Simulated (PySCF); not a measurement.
# One shape, several levels: C2H2Cl2Sn (SMILES C#[C][SnH]([Cl])[Cl])

Wanted: a comparison of 6 runs (HF/STO-3G, HF/3-21G, M06-2X/def2-SVP, TPSS/def2-SVP, revPBE/def2-SVP, CCSD(T)/def2-SVP) of C2H2Cl2Sn. 

The results are computed with PySCF 2.14.0.

2 further runs of the same task are left out: 2 set aside as unsound or not needed.

**1. The structure to begin with**

C2H2Cl2Sn: 7 atoms, total charge 0, spin state singlet. SMILES: `C#[C][SnH]([Cl])[Cl]`. The shape is that of a PBE0-D4/def2-TZVP optimisation.

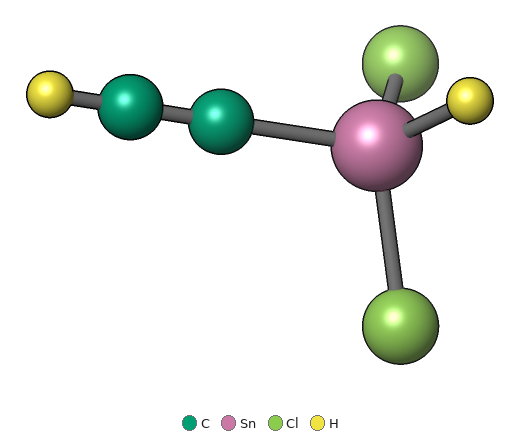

The structure, seen from a chosen angle (carbon teal, tin pink, chlorine green, hydrogen yellow).

**2. The energy at HF/STO-3G (run 1)**

File job.py:

```python
from pyscf import gto

molecule = gto.M(
    atom=[
    ('C', (-1.668000, 1.349700, 0.386500)),
    ('C', (-0.744900, 0.592400, 0.224500)),
    ('Sn', (0.833800, -0.704500, -0.025300)),
    ('Cl', (0.163900, -2.365900, -1.482000)),
    ('Cl', (2.540200, 0.448400, -1.069500)),
    ('H', (-2.485300, 2.020900, 0.525300)),
    ('H', (1.421600, -1.409000, 1.394900)),
],
    spin=0,
    max_memory=1860,
    verbose=4,
    basis='sto-3g',
)

hf = molecule.RHF()
hf.conv_tol = 1e-10
hf.kernel()
if not hf.converged:
    hf = hf.newton().run(hf.mo_coeff, hf.mo_occ)

e_tot = hf.e_tot
print(f'total energy: {e_tot:.8f} hartree')
```

Command:

```sh
$ OMP_NUM_THREADS=1 python job.py
```

Output:

```text
PySCF version 2.14.0

[INPUT] num. atoms = 7
[INPUT] num. electrons = 98
[INPUT] charge = 0
[INPUT] spin (= nelec alpha-beta = 2S) = 0
[INPUT] symmetry False subgroup None
[INPUT] Mole.unit = angstrom
[INPUT] Symbol           X                Y                Z      unit          X                Y                Z       unit  Magmom
[INPUT]  1 C     -1.668000000000   1.349700000000   0.386500000000 AA   -3.152063175775   2.550563350325   0.730379147144 Bohr   0.0
[INPUT]  2 C     -0.744900000000   0.592400000000   0.224500000000 AA   -1.407656990189   1.119473756192   0.424243514965 Bohr   0.0
[INPUT]  3 Sn     0.833800000000  -0.704500000000  -0.025300000000 AA    1.575653642662  -1.331312054756  -0.047810070951 Bohr   0.0
[INPUT]  4 Cl     0.163900000000  -2.365900000000  -1.482000000000 AA    0.309726111816  -4.470903038108  -2.800574116605 Bohr   0.0
[INPUT]  5 Cl     2.540200000000   0.448400000000  -1.069500000000 AA    4.800282301620   0.847353194255  -2.021062090222 Bohr   0.0
[INPUT]  6 H     -2.485300000000   2.020900000000   0.525300000000 AA   -4.696536337382   3.818947525134   0.992673133234 Bohr   0.0
[INPUT]  7 H      1.421600000000  -1.409000000000   1.394900000000 AA    2.686434658682  -2.662624109512   2.635978971156 Bohr   0.0

nuclear repulsion = 663.504101011558
number of shells = 29
number of NR pGTOs = 171
number of NR cGTOs = 57
basis = sto-3g
ecp = {}

******** <class 'pyscf.scf.hf.RHF'> ********
method = RHF
initial guess = minao
damping factor = 0
level_shift factor = 0
DIIS = <class 'pyscf.scf.diis.CDIIS'>
diis_start_cycle = 1
diis_space = 8
diis_damp = 0
SCF conv_tol = 1e-10
SCF conv_tol_grad = None
SCF max_cycles = 50
direct_scf = True
direct_scf_tol = 1e-13
Set gradient conv threshold to 1e-05
Initial guess from minao.
init E= -6931.37164087697
  HOMO = -0.482178665705351  LUMO = -0.208360669908741  gap/eV = 7.45097
cycle= 1 E= -6948.40398523478  delta_E=  -17  |g|= 0.55  |ddm|= 3.62
  HOMO = -0.336128231132069  LUMO = 0.253138635364788  gap/eV = 16.03477
cycle= 2 E= -6948.47158813824  delta_E= -0.0676  |g|= 0.437  |ddm|= 1.13
  HOMO = -0.364666660980825  LUMO = 0.244710364924062  gap/eV = 16.58199
cycle= 3 E= -6948.52150705965  delta_E= -0.0499  |g|= 0.0565  |ddm|= 0.481
  HOMO = -0.353943186063434  LUMO = 0.246893243520672  gap/eV = 16.34959
cycle= 4 E= -6948.52304120743  delta_E= -0.00153  |g|= 0.00749  |ddm|= 0.113
  HOMO = -0.356374439411403  LUMO = 0.24721386515423  gap/eV = 16.42447
cycle= 5 E= -6948.52307545628  delta_E= -3.42e-05  |g|= 0.00131  |ddm|= 0.0216
  HOMO = -0.355722680564545  LUMO = 0.2472819198484  gap/eV = 16.40859
cycle= 6 E= -6948.52307642642  delta_E= -9.7e-07  |g|= 0.000264  |ddm|= 0.00376
  HOMO = -0.355749762504037  LUMO = 0.247288961197108  gap/eV = 16.40952
cycle= 7 E= -6948.5230764631  delta_E= -3.67e-08  |g|= 3.42e-05  |ddm|= 0.000762
  HOMO = -0.355750954942945  LUMO = 0.247284131173936  gap/eV = 16.40942
cycle= 8 E= -6948.52307646437  delta_E= -1.28e-09  |g|= 1.59e-05  |ddm|= 9.64e-05
  HOMO = -0.355749287295433  LUMO = 0.247284321806857  gap/eV = 16.40938
cycle= 9 E= -6948.52307646484  delta_E= -4.67e-10  |g|= 6.06e-06  |ddm|= 6.97e-05
  HOMO = -0.355749759278946  LUMO = 0.247283719053246  gap/eV = 16.40938
cycle= 10 E= -6948.52307646495  delta_E= -1.06e-10  |g|= 1.39e-06  |ddm|= 3.26e-05
  HOMO = -0.355749522189194  LUMO = 0.247283748694217  gap/eV = 16.40937
cycle= 11 E= -6948.52307646497  delta_E= -1.82e-11  |g|= 2.7e-07  |ddm|= 6.67e-06
  HOMO = -0.355749602371632  LUMO = 0.247283737796268  gap/eV = 16.40937
Extra cycle  E= -6948.52307646497  delta_E=    0  |g|= 1.42e-07  |ddm|= 5.97e-07
converged SCF energy = -6948.52307646497
total energy: -6948.52307646 hartree
```

Wall time 1.6 s (1 thread of Intel Xeon at 2.70GHz, shared host); peak memory 0.13 GiB.

**3. A single-point energy at HF/3-21G (run 2)**

File input.py:

```python
# C#[C][SnH]([Cl])[Cl]
from pyscf import gto, scf

mol = gto.M(
    atom='''
C     -1.668000     1.349700     0.386500
C     -0.744900     0.592400     0.224500
Sn     0.833800    -0.704500    -0.025300
Cl     0.163900    -2.365900    -1.482000
Cl     2.540200     0.448400    -1.069500
H     -2.485300     2.020900     0.525300
H      1.421600    -1.409000     1.394900
''',
    charge=0,
    max_memory=1860,
    basis='3-21g',
    verbose=3,
)

myscf = scf.RHF(mol)
myscf.conv_tol = 1e-10
myscf.kernel()
if not myscf.converged:
    myscf = myscf.newton().run(myscf.mo_coeff, myscf.mo_occ)

energy = myscf.e_tot
print('E = %.10f Eh' % energy)
```

Command:

```sh
$ OMP_NUM_THREADS=1 python input.py
```

Output:

```text
converged SCF energy = -6987.39855392308
E = -6987.3985539231 Eh
```

It took 1.6 s on 1 thread of Intel Xeon at 2.70GHz, shared host; peak memory 0.14 GiB.

Runs 3 to 5 aren't shown in full; the table further down has their settings and results.

**4. The energy at CCSD(T)/def2-SVP (core potential) (run 6)**

File job.py:

```python
from pyscf import gto, cc

mol = gto.Mole()
mol.atom = [
    ('C', (-1.668000, 1.349700, 0.386500)),
    ('C', (-0.744900, 0.592400, 0.224500)),
    ('Sn', (0.833800, -0.704500, -0.025300)),
    ('Cl', (0.163900, -2.365900, -1.482000)),
    ('Cl', (2.540200, 0.448400, -1.069500)),
    ('H', (-2.485300, 2.020900, 0.525300)),
    ('H', (1.421600, -1.409000, 1.394900)),
]
mol.verbose = 3
mol.max_memory = 1860
mol.basis = 'def2-svp'
mol.spin = 0
mol.ecp = {'Sn': 'def2-svp'}
mol.build()

myscf = mol.RHF()
myscf.conv_tol = 1e-10
myscf.kernel()
if not myscf.converged:
    myscf = myscf.newton().run(myscf.mo_coeff, myscf.mo_occ)

mycc = cc.CCSD(myscf, frozen=16)
mycc.kernel()
e_t = mycc.ccsd_t()
etot = mycc.e_tot + e_t
print(f'total energy: {etot:.8f} hartree')
```

Command:

```sh
$ OMP_NUM_THREADS=1 python job.py
```

Output:

```text
converged SCF energy = -1208.91801278069
E(CCSD) = -1209.57319411712  E_corr = -0.6551813364305594
CCSD(T) correction = -0.0215427843687757
total energy: -1209.59473690 hartree
```

It took 53 s on 1 thread of Intel Xeon at 2.70GHz, shared host; peak memory 0.63 GiB.

**5. The series**

| run | level | core potential | integration grid | energy (Eh) | dipole moment (D) of the reference | HOMO energy (eV) | LUMO energy (eV) | wall time |
| --- | --- | --- | --- | --- | --- | --- | --- | --- |
| 1 | HF/STO-3G | – | – | -6948.523076 | 3.73 | -9.68 | 6.73 | 1.6 s |
| 2 | HF/3-21G | – | – | -6987.398554 | 4.46 | -11.91 | 1.92 | 1.6 s |
| 3 | M06-2X/def2-SVP (core potential) | def2-svp | 5 | -1211.650910 | 2.87 | -10.08 | -0.10 | 38 s |
| 4 | TPSS/def2-SVP (core potential) | def2-svp | 5 | -1211.740816 | 2.64 | -7.53 | -2.12 | 47 s |
| 5 | revPBE/def2-SVP (core potential) | def2-svp | 5 | -1211.617791 | 2.55 | -7.39 | -2.13 | 28 s |
| 6 | CCSD(T)/def2-SVP (core potential) | def2-svp | – | -1209.594737 | 3.10 | -11.64 | 2.40 | 53 s |

**6. Outcome**

```
                                           quantity           value
                                run 6: total energy  -1209.59474 Eh
        run 6: dipole moment (Hartree–Fock density)          3.10 D
         run 6: HOMO energy (Hartree–Fock orbitals)       -11.64 eV
         run 6: LUMO energy (Hartree–Fock orbitals)         2.40 eV
       run 6: HOMO–LUMO gap (Hartree–Fock orbitals)        14.03 eV
run 6: correlation energy (16 core orbitals frozen)      -676.7 mEh
                              run 6: (T) correction      -21.54 mEh
                               run 6: T1 diagnostic           0.010
```

In words: Over runs 1, 2, 3, 4, 5 the dipole moment (its size) runs from 2.55 D (revPBE/def2-SVP) to 4.46 D (HF/3-21G). The two ends differ in method and basis and core potential. Over runs 1, 2, 3, 4, 5 the HOMO–LUMO gap runs from 5.26 eV (revPBE/def2-SVP) to 16.41 eV (HF/STO-3G). Totals of different functionals can't be ranked against each other. Some runs of one species differ in core potentials or relativity; totals across that change don't compare. In run 1 the basis is minimal, so the values are rough. In runs 1, 2 relativity is left out where basis or elements ask for it. All runs together took 2.8 min, the longest 53 s.
